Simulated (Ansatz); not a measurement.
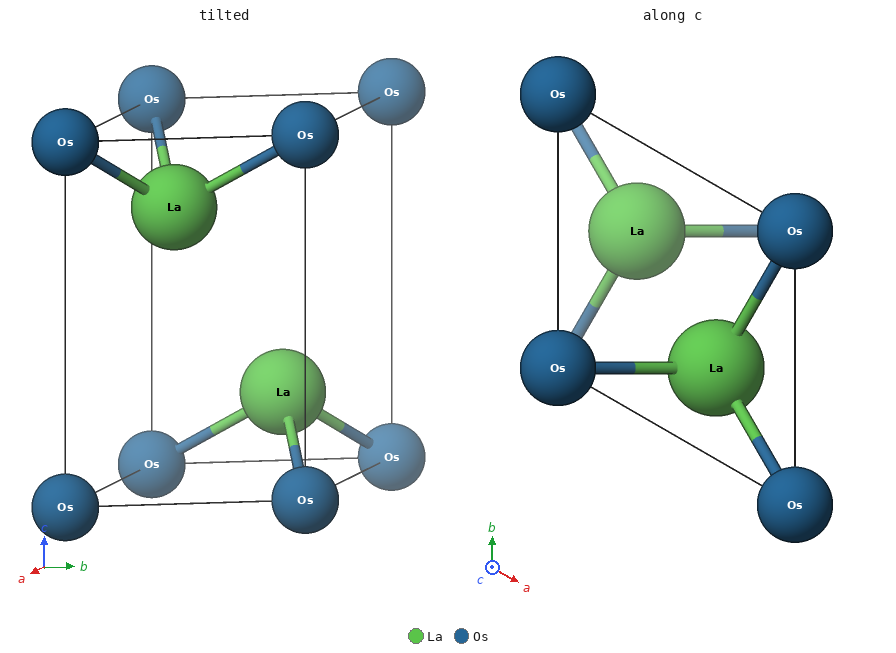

The figure gives a ball-and-stick picture of the atoms, viewed slightly off an axis and along the c axis. Thin lines show the conventional unit cell, with boundary atoms drawn in all their periodic places.

La₂Os, space group P-3m1 (No. 164), a = 4.256 Å, b = 4.256 Å, c = 6.515 Å, α = 90.00°, β = 90.00°, γ = 120.00°. It goes back to a structure type filled with these elements by a generator (whether the compound takes this form wasn't checked). Earlier steps of the study may have refined or changed the cell and positions. An electronic-structure calculation with Ansatz was run on it.

This one geometry was computed with Ansatz (DFT, plane waves, PAW) at three levels of theory: PBE, LDA and r2SCAN.

Question: Which level gives the highest pressure at this volume, and what does that say about its equilibrium volume?

Answer: Highest: PBE (0.0 GPa), which points to the largest equilibrium volume. Lowest, with the smallest volume: LDA (-4.3 GPa). Levels within 0.5 GPa of each other can't be told apart.

Question: How does the band gap change with the level of theory?

Answer: All levels give a metal.

Question: Collect the results in a table.

Answer:
| level | cutoff (eV) | k-mesh of the run's cell | gap (eV) | pressure (GPa) |
| --- | --- | --- | --- | --- |
| PBE | 420 | 12×12×8 | metal | 0.0 |
| LDA | 420 | 12×12×8 | metal | -4.3 |
| r2SCAN | 500 | 12×12×8 | metal | -0.7 |

Gaps are taken on the k-mesh or band path of each run.
